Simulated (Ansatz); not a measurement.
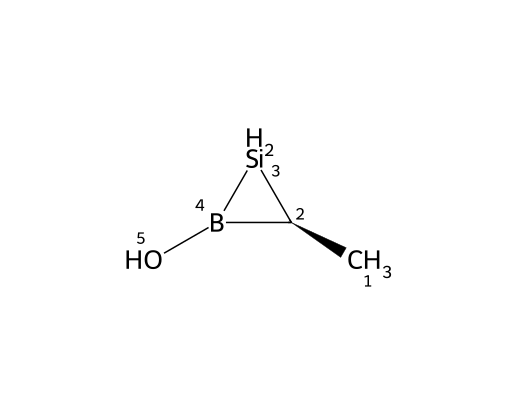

A structural formula, with wedges where it has stereocentres; small numbers name the atoms. The configuration is that of a computed structure (PBE-D4/def2-SVP).

Q: Give the R/S and E/Z labels.

A: C2: R.
